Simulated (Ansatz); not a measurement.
```
CELL_PARAMETERS angstrom
3.37612 0.00000 0.00000
0.00000 3.37612 0.00000
0.00000 0.00000 3.37612
ATOMIC_POSITIONS crystal
Ca 0.50000 0.50000 0.50000
F 0.00000 0.00000 0.00000
```

Space group Pm-3m; a structure generated by program, which may or may not match a known phase; computed without spin polarisation.

All numbers below come from Ansatz, DFT PBE, scalar-relativistic, plane waves, PAW.

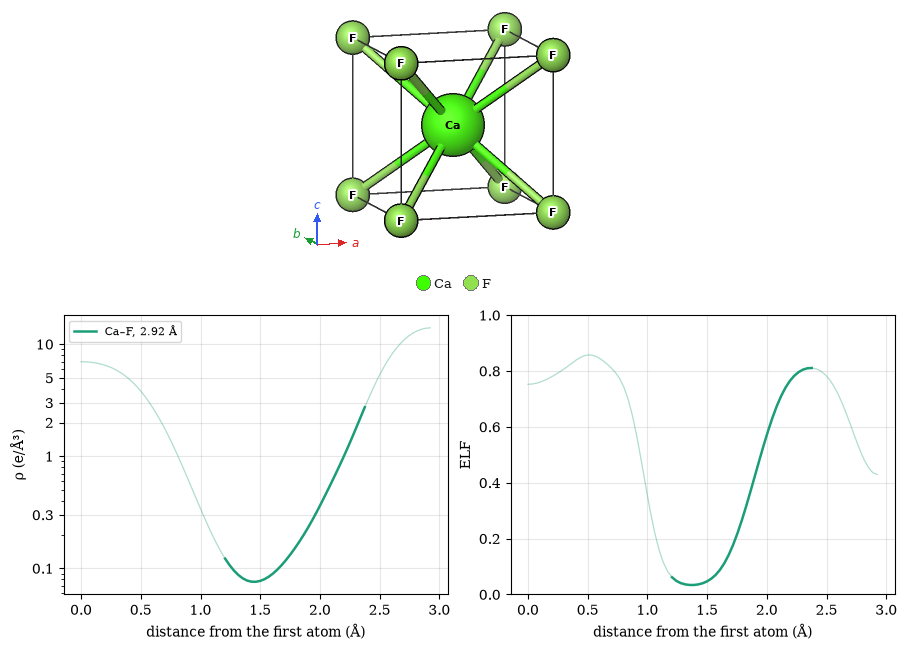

CaF. Valence electron density and electron localisation function along straight lines between neighbouring atoms. Thin, pale parts lie inside the atomic spheres. The structure is drawn too.

In a PAW calculation such maps are meaningful between the atoms, not at the nuclei.

**What can be read from the curves?**

Ca–F (2.92 Å): the density is about 0.08 e/Å³ at the midpoint; the ELF is about 0.05 at the midpoint; no localised pair shows between them.
